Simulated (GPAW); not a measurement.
# A GW chain in GPAW: LiNbO3 (R3c), part 2 of 2

How does a plane-wave GW calculation on LiNbO3 (R3c) run from the first input to the gap?

GPAW 26.7.0; PBE and many-body steps on it, plane waves. Known limits of the many-body steps: not at the basis limit; no spin-orbit coupling.

So far. Step 2 (Ground state): The gap is indirect, with the least direct gap 0.013 eV higher. Step 3 (Empty states on the mesh, 4×4×4 mesh, 251 bands): On this mesh the gap is 3.594 eV.

## Step 4: Screening and self-energy, 4×4×4 mesh, 112 bands, screening to 60 eV

Now the one-shot GW correction: screening in the RPA, then the self-energy of the levels asked for.

This step: G0W0 on PBE, plane waves, PAW.

Contents of run.py:

```python
import json
import numpy as np
from gpaw.mpi import world
from gpaw.response.g0w0 import G0W0

gw = G0W0('full.gpw',
    filename='gw',
    kpts=[0, 9],
    bands=(30, 34),
    ecut=60,
    nbands=112,
    integrate_gamma='WS',
    ppa=True)
gw.calculate()
res = {mode: {k: v for k, v in r.items() if k != 'sigma_eskwn'}
       for mode, r in gw.all_results.items()}

if world.rank == 0:
    with open('result.json', 'w') as f:
        json.dump(res, f, default=lambda x: x.tolist())
```

Command:

```
mpirun -n 4 gpaw python run.py
```

Numbers of over 12 decimals in the logs are rounded to 6 here.

Log:

```text
Using integrator: PointIntegrator
FrequencyGridDescriptor(from 0.000+0.000j to 0.000+27.211j eV, 2 points)
Nonperiodic BCs:  [False False False]
Using integrator: PointIntegrator
FrequencyGridDescriptor(from 0.000+0.000j to 0.000+27.211j eV, 2 points)
Nonperiodic BCs:  [False False False]
  ___  _ _ _
 |   || | | |
 | | || | | |
 |__ ||_____|
 |___|

BZ k-points: Symmetries present (total): 3

  [... matrices ...]
64 k-points: 4 x 4 x 4 Monkhorst-Pack grid + [1/8,1/8,1/8]
14 k-points in the irreducible part of the Brillouin zone
       k-points in crystal coordinates                weights
   0:     0.00000000    0.00000000    0.00000000          1/64
   1:     0.25000000    0.00000000   -0.25000000          6/64
   2:     0.25000000    0.00000000    0.00000000          6/64
   3:     0.25000000    0.25000000   -0.25000000          6/64
   4:     0.25000000    0.25000000    0.00000000          6/64
   5:     0.25000000    0.25000000    0.25000000          2/64
   6:     0.50000000    0.00000000    0.00000000          3/64
   7:     0.50000000    0.00000000    0.25000000          6/64
   8:     0.50000000    0.25000000   -0.25000000          6/64
   9:     0.50000000    0.25000000    0.00000000          6/64
          ...
  13:     0.50000000    0.50000000    0.50000000          1/64

Distributing spins, k-points and bands (1 x 2 x 4) over 4 processes
Number of blocks: 1

Quasi particle states:
k-points (IBZ indices): [0, 9]
Band range: (30, 34)
  [... matrices ...]
Computational parameters:
Plane wave cut-off: 60 eV
Number of bands: 112
Coulomb cutoff: None
Broadening: 0.1 eV

fxc modes: GW
Kernel: RPA
Using Godby-Needs plasmon-pole approximation:
  Fitting energy: i*E0, E0 = 1.000 Hartree
Summing all q:

Calculating screened Coulomb potential
No Coulomb truncation
FrequencyGridDescriptor(from 0.000+0.000j to 0.000+27.211j eV, 2 points)
Removing empty qpoint cache files...

Calculating chi0 body with:
    Ground state adapter containing:
    Number of spins: 1
    Number of kpoints: 64
    Number of irreducible kpoints: 14
    Number of completely occupied states: 32
    Number of partially occupied states: 32
    Occupied states memory: 16.0 M / cpu

    Linear response parametrization:
    q_c: [0.0, 0.0, 0.0]
    Number of frequency points: 2
    Planewave cutoff: 60.0
    Number of bands: 112
    Number of planewaves: 119
    Broadening (eta): 1e-06
    comm.size: 4
    kncomm.size: 4
    blockcomm.size: 1

    Memory estimate of potentially large arrays:
        chi0_wGG: 0.432159 M / cpu
Integrating chi0 body.

Symmetries of q_c:
    Direct symmetries (Uq -> q): 3
    Indirect symmetries (TUq -> q): 3
In total 6 allowed symmetries.

  [... matrices ...]
14 groups of equivalent kpoints. 78.125% reduction.

Integral kind: response function
Integrating chi0 head and wings.

Symmetries of q_c:
    Direct symmetries (Uq -> q): 3
    Indirect symmetries (TUq -> q): 3
In total 6 allowed symmetries.

  [... matrices ...]
14 groups of equivalent kpoints. 78.125% reduction.

Integral kind: response function wings

Calculating chi0 body with:
    Ground state adapter containing:
    Number of spins: 1
    Number of kpoints: 64
    Number of irreducible kpoints: 14
    Number of completely occupied states: 32
    Number of partially occupied states: 32
    Occupied states memory: 16.0 M / cpu

    Linear response parametrization:
[... the further q-points ...]

Results:
f:      Occupation numbers
eps:     KS-eigenvalues [eV]
vxc:     KS vxc [eV]
exx:     Exact exchange [eV]
sigma:   Self-energies [eV]
dsigma:  Self-energy derivatives
Z:       Renormalization factors
qp:      QP-energies [eV]

k-point 0 (0): (0.000, 0.000, 0.000)                GW
band       f     eps     vxc     exx   sigma  dsigma       Z      qp
                                                                   GW
  30   1.000   4.129 -20.693 -25.728   4.918  -0.287   0.777   4.038
  31   1.000   4.129 -20.693 -25.728   4.918  -0.287   0.777   4.038
  32   0.000   7.727 -19.729 -13.852  -3.565  -0.225   0.816   9.614
  33   0.000   7.727 -19.729 -13.852  -3.565  -0.225   0.816   9.614

k-point 1 (9): (0.500, 0.250, 0.000)                GW
band       f     eps     vxc     exx   sigma  dsigma       Z      qp
                                                                   GW
  30   1.000   3.828 -20.627 -25.637   4.854  -0.285   0.778   3.707
  31   1.000   4.020 -20.652 -25.765   4.954  -0.287   0.777   3.897
  32   0.000   7.723 -19.711 -13.786  -3.622  -0.223   0.817   9.605
  33   0.000   8.202 -20.057 -14.132  -3.571  -0.232   0.812  10.114
```

Run time: 2.9 min. Hardware: 4 MPI ranks of Intel Xeon Platinum 8488C (Sapphire Rapids), shared host; peak memory 2.6 GiB.

Numbers from this step:

| Property | Result |
| --- | --- |
| G0W0 gap on the points computed | 5.567 eV |
| least direct G0W0 gap on the computed points | 5.576 eV |
| Z at the valence top | 0.7769 |
| Z at the conduction bottom | 0.8173 |
| starting gap on the mesh | 3.594 eV |
| k of the valence top | 0, 0, 0 |
| k of the conduction bottom | 0.5, 0.25, 0 |

The gap on the mesh goes from 3.59 eV to 5.57 eV, a correction of +1.97 eV.

Limits: finite bands, cutoff and mesh; no spin-orbit coupling. v1 is the top filled band, c1 the lowest empty one. Levels before and after the correction, in eV, zero at the valence-band top of each column:

```
           conduction bottom  valence top
Kohn-Sham               3.59         0.00
     G0W0               5.57         0.00
```

```
                     level  energy (eV)
Kohn-Sham          Γ v2-v1        0.000
Kohn-Sham          Γ c1-c2        3.598
Kohn-Sham  (0.5 0.25 0) v2       -0.301
Kohn-Sham  (0.5 0.25 0) v1       -0.109
Kohn-Sham  (0.5 0.25 0) c1        3.594
Kohn-Sham  (0.5 0.25 0) c2        4.073
     G0W0          Γ v2-v1        0.000
     G0W0          Γ c1-c2        5.576
     G0W0  (0.5 0.25 0) v2       -0.331
     G0W0  (0.5 0.25 0) v1       -0.142
     G0W0  (0.5 0.25 0) c1        5.567
     G0W0  (0.5 0.25 0) c2        6.075
```

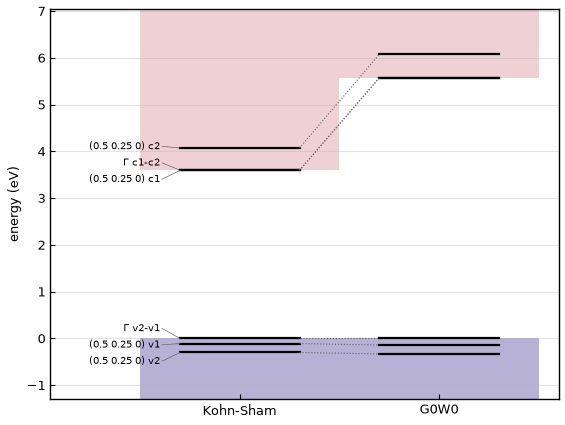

Levels before and after the correction. Shaded: valence and conduction bands.

## Step 5: Where the time went

Times are wall times on 4 MPI ranks of Intel Xeon Platinum 8488C (Sapphire Rapids), shared host, good to a factor of about two.

```
                     step     time  share  memory (GiB)
             ground state     47 s   15 %           1.1
 empty states on the mesh  1.7 min   32 %           1.4
screening and self-energy  2.9 min   54 %           2.6
```

## Step 6: Outcome

```
PBE gap              : 3.58 eV, indirect (only 13 meV under the direct gap)
G0W0 gap on the mesh : 5.57 eV
GW settings          : 4×4×4 mesh, 112 bands, screening to 60 eV, Godby-Needs plasmon pole
known limits         : not at the basis limit; no spin-orbit coupling
```

What this shows: G0W0 moves the gap on the mesh from 3.59 eV to 5.57 eV (+1.97 eV), with Z of 0.78 and 0.82 at the edges. Only 2 of the mesh's irreducible points were corrected, so a valley elsewhere could overtake. The dearest step here is «screening and self-energy». Bands and cutoff are finite, so the gap is not at the basis limit. The miss can reach some tenths of an eV and take either sign; the mesh is an error of its own. These stock PAW sets were not made for GW. In the G0W0 run levels were corrected at 2 k points alone, so a gap called «on the mesh» is the least over those, and an edge elsewhere would be missed. The many-body steps are scalar-relativistic: spin-orbit coupling is not in them.

[Paths, hosts, dates, memory and timing lines, banners, echoed tables and standing remarks are left out of the program output.]

[Logs are printed without paths, hosts, clocks, repeated set-up lines and the standing remarks that a program may print on its own settings, such as how far it seeks lower states.]

[Runs of the session that timed out or met a known fault of the program may be left out.]

[Hosts, paths, dates, database ids (printed as entryN), source tags and the programs' standing remarks are cut or masked in the printed files.]
